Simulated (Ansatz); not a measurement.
# One shape, several levels: [SnH3]− (SMILES [H][Sn-]([H])[H])

We compute a comparison of 6 runs (HF/STO-3G, PBE/STO-3G, PBE0/STO-3G, r2SCAN/STO-3G, revPBE/STO-3G, CCSDTQ/STO-3G) of [SnH3]−. 

Program for the calculation: Ansatz 0.2.0.

1 further run of the same task is left out (set aside as unsound or not needed).

**1. The system as given**

The species is [SnH3]− (4 atoms), meant as a singlet with charge -1. As SMILES, `[H][Sn-]([H])[H]`. The H4–Sn1 distance was set to 4.871 Å, away from the relaxed value. At this shape a bond of the SMILES string is far longer than usual.

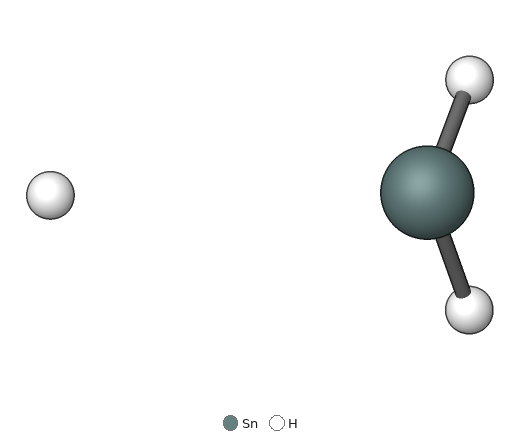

Viewed from a chosen angle; tin teal, hydrogen white.

**2. The energy at HF/STO-3G (run 1)**

Contents of molecule.yaml:

```yaml
basis:
  gaussian:
    orbitals: STO-3G
crystal:
  periodic: [false, false, false]
  atoms:
    - symbol: Sn
      position_ang: [1.250871, 2.121304, 2.368604]
    - symbol: H
      position_ang: [2.895041, 2.081974, 1.325284]
    - symbol: H
      position_ang: [0.470391, 3.548084, 1.296524]
    - symbol: H
      position_ang: [-0.844540, -1.404640, -0.259610]
accuracy: high
hamiltonian:
  xc: hf
total_charge: -1
```

Launch:

```bash
$ ansatz run molecule.yaml --threads 1 --pin off --max-ram 2610MiB --events-out events.jsonl --progress --plain --runs-dir runs
```

Standard output:

```text
Warning: RAYON_NUM_THREADS=1 ignored (pool sized by the plan → 1); use --threads N
Functional definition: HF
  name "HF"
  exchange = exact_x
  correlation = 0
510 factors; integrals over basis functions are off by at most 3.3e-8 eV
mean field evaluation 1: about -162302.1560 eV, gradient 7.0e0 eV
mean field evaluation 2: about -162302.1632 eV, gradient 6.9e0 eV
mean field evaluation 4: about -162302.4287 eV, gradient 4.0e0 eV
mean field evaluation 8: about -162284.8858 eV, gradient 1.2e1 eV
mean field evaluation 16: about -162303.1832 eV, gradient 3.8e-1 eV
mean field -162303.18574557 eV, -5964.5320630992 hartree, gradient 2.9e-8 eV, S^2 0.000000; 0 other end points of the search recorded, 0 dependent functions left out
reference -162303.18574557 eV, -5964.5320630992 hartree; 27, 27 occupied and 3, 3 virtual orbitals, 510 factors
Total energy: -162303.18574557 eV, -5964.5320630992 hartree
```

Run time: 0.22 s. Hardware: 1 thread of AMD EPYC 9R45 (Zen 5), shared host.

**3. The energy at PBE/STO-3G (run 2)**

Contents of molecule.yaml:

```yaml
basis:
  gaussian:
    orbitals: STO-3G
crystal:
  periodic: [false, false, false]
  atoms:
    - {symbol: Sn, position_ang: [1.250871, 2.121304, 2.368604]}
    - {symbol: H, position_ang: [2.895041, 2.081974, 1.325284]}
    - {symbol: H, position_ang: [0.470391, 3.548084, 1.296524]}
    - {symbol: H, position_ang: [-0.844540, -1.404640, -0.259610]}
accuracy: high
total_charge: -1
hamiltonian:
  xc: pbe
```

Launch:

```bash
$ ansatz run molecule.yaml --threads 1 --pin off --max-ram 2610MiB --events-out events.jsonl --progress --plain --runs-dir runs
```

Standard output:

```text
Warning: RAYON_NUM_THREADS=1 ignored (pool sized by the plan → 1); use --threads N
Functional definition: PBE
  name "PBE"
  parameter kappa = 0.804
  parameter beta = 0.06672455060314922
  exchange = pbe_x(kappa = kappa, mu = beta*pi^2/3)
  correlation = pbe_c(beta = beta)
510 factors; integrals over basis functions are off by at most 3.3e-8 eV
mean field evaluation 1: about -162342.0034 eV, gradient 1.1e1 eV
mean field evaluation 2: about -162323.6191 eV, gradient 2.5e1 eV
mean field evaluation 4: about -162342.2794 eV, gradient 7.8e0 eV
mean field evaluation 8: about -162342.2193 eV, gradient 7.8e0 eV
mean field evaluation 16: about -162346.4717 eV, gradient 9.3e-8 eV
mean field -162346.47166420 eV, -5966.1227912687 hartree, gradient 9.3e-8 eV, S^2 0.000000; 0 other end points of the search recorded, 0 dependent functions left out
reference -162346.47166639 eV, -5966.1227913488 hartree; 27, 27 occupied and 3, 3 virtual orbitals, 510 factors
Total energy: -162346.47166639 eV, -5966.1227913488 hartree
```

Run time: 0.66 s. Hardware: 1 thread of AMD EPYC 9R45 (Zen 5), shared host.

Runs 3 to 5 aren't shown in full; the table further down has their settings and results.

**4. The energy at CCSDTQ/STO-3G (run 6)**

Contents of run.yaml:

```yaml
crystal:
  periodic: [false, false, false]
  atoms:
    - {symbol: Sn, position_ang: [1.250871, 2.121304, 2.368604]}
    - {symbol: H, position_ang: [2.895041, 2.081974, 1.325284]}
    - {symbol: H, position_ang: [0.470391, 3.548084, 1.296524]}
    - {symbol: H, position_ang: [-0.844540, -1.404640, -0.259610]}
basis:
  gaussian:
    orbitals: STO-3G
total_charge: -1
correlation:
  method: ccsdtq
  frozen_orbitals: {H: 0, Sn: 18}
accuracy: high
scf:
  omitted_lower_state_checks: [cluster_reference, increment]
```

Launch:

```bash
$ ansatz run run.yaml --threads 1 --pin off --max-ram 2610MiB --events-out events.jsonl --progress --plain --runs-dir runs
```

Standard output:

```text
Warning: RAYON_NUM_THREADS=1 ignored (pool sized by the plan → 1); use --threads N
[... 12 lines left out ...]
18 core orbitals not correlated: weight in the atoms' cores, before any rotation towards them, 1.000 or more for the frozen orbitals, at most 0.000 for the correlated occupied ones
[... 42 lines left out ...]
WARN: these amplitudes may be one of several solutions (largest doubles amplitude 1.78, level shift 6.83 eV)
Total energy: -162307.81383725 eV, -5964.7021423313 hartree
Checks for a lower state left out: cluster_reference, increment
```

Wall time 3.9 s (1 thread of AMD EPYC 9R45 (Zen 5), shared host); peak memory 0.17 GiB.

**5. Overview of the runs**

```
run          level  frozen core orbitals   energy (Eh)  wall time
  1      HF/STO-3G                     –  -5964.532063     0.22 s
  2     PBE/STO-3G                     –  -5966.122791     0.66 s
  3    PBE0/STO-3G                     –  -5966.427977     0.66 s
  4  r2SCAN/STO-3G                     –  -5966.913265      1.3 s
  5  revPBE/STO-3G                     –  -5966.406400     0.68 s
  6  CCSDTQ/STO-3G                    18  -5964.702142      3.9 s
```

**6. Results**

```
                                           quantity           value
                                run 6: total energy  -5964.70214 Eh
run 6: correlation energy (18 core orbitals frozen)      -170.1 mEh
                               run 6: T1 diagnostic           0.213
```

In words: Totals of different functionals can't be ranked against each other. In run 6 the log says that unrestricted orbitals would lower the reference, so the values rest on an unstable closed-shell determinant (other closed-shell runs at this shape may share the fault). In runs 1, 2, 3, 4, 5, 6 the basis is minimal, so the values are rough. In runs 1, 2, 3, 4, 5, 6 relativity is left out where basis or elements ask for it. All runs together took 7.5 s, the longest 3.9 s.
